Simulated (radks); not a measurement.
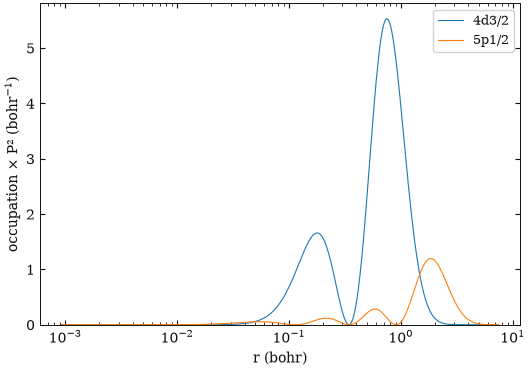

Z = 53.8 with 53 electrons; electrons: [Kr] 4d10 5s2 5p5 (5p1/2: 2, 5p3/2: 3). Level of theory: Dirac Kohn-Sham, PBE, spin-unpolarised, spherical densities, finite nucleus. Computed with the in-house radial solver radks.

The plot shows the radial probability densities P² (large components) of 5p1/2 and 4d3/2, each times its occupation.

Read the plot.

Answer. 4d3/2: outer maximum at 0.749 bohr, ⟨r⟩ = 0.878 bohr, 1 node, eigenvalue −66.3 eV; 5p1/2: outer maximum at 1.85 bohr, ⟨r⟩ = 2.17 bohr, 3 nodes, eigenvalue −15.7 eV.
